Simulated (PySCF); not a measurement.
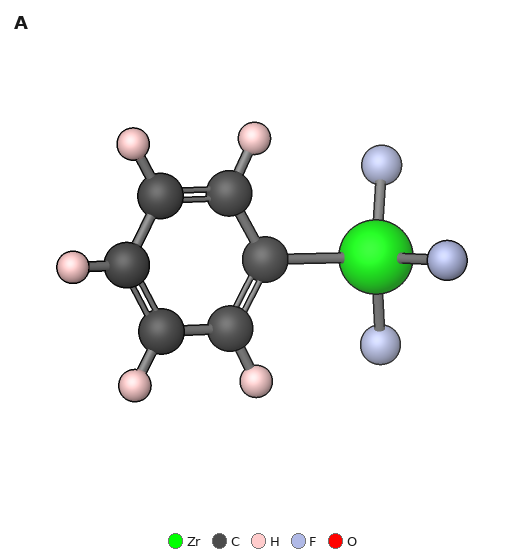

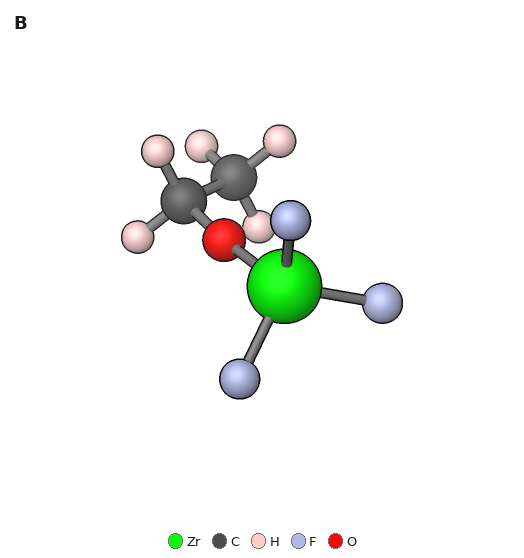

Two related species, optimised with PBE0-D3(BJ)/def2-SVP; properties computed with PySCF 2.14.0. Both: charge 0, singlet.

Question: Identify both.

Answer: A is ZrPhF3, B is Zr(OEt)F3.

Compare them. With ωB97X-D/def2-SVPD, core potentials on Zr: dipole moment (D), HOMO–LUMO gap (eV), HOMO energy (Kohn–Sham orbital) (eV), lowest vertical singlet excitation (eV), mean static polarisability (bohr³). With PBE0-D3(BJ)/def2-SVP: mean Zr–F length (Å).

```
                               quantity      A       B
                      dipole moment (D)   1.95    3.13
                     HOMO–LUMO gap (eV)   9.25   11.98
   HOMO energy (Kohn–Sham orbital) (eV)  −9.47  −10.92
lowest vertical singlet excitation (eV)   4.87    7.14
     mean static polarisability (bohr³)  106.1    65.3
                   mean Zr–F length (Å)  1.902   1.909
```

Each is one conformer, and no frequency run is at hand to confirm it as a minimum.
